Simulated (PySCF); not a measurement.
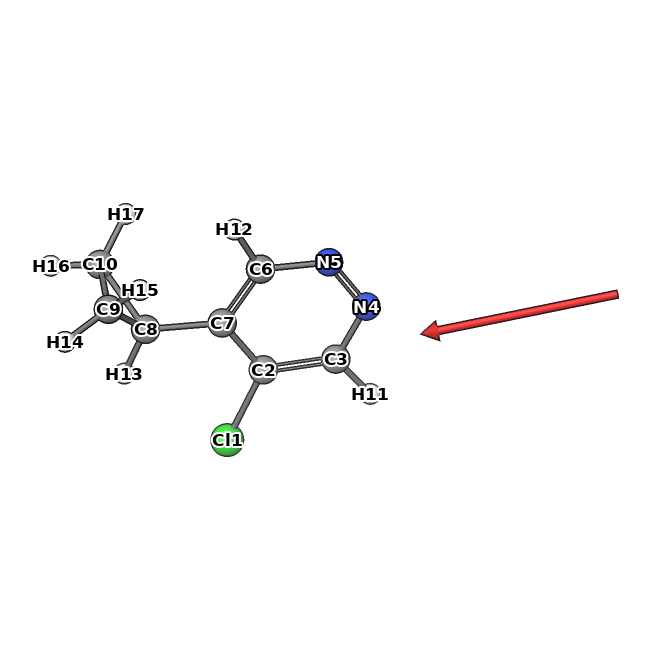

The arrow beside the molecule shows the direction of the dipole moment, from the negative to the positive end (its length means nothing). The geometry was computed by an optimisation with GFN2-xTB. No frequency run is at hand to confirm it as a minimum. Method: PBE0/pcSseg-1, gas phase (PySCF 2.14.0).

### How large is the dipole moment?

4.23 D; it points from the side of N4 to the side of H14, H16 (the outermost atoms at the two ends).
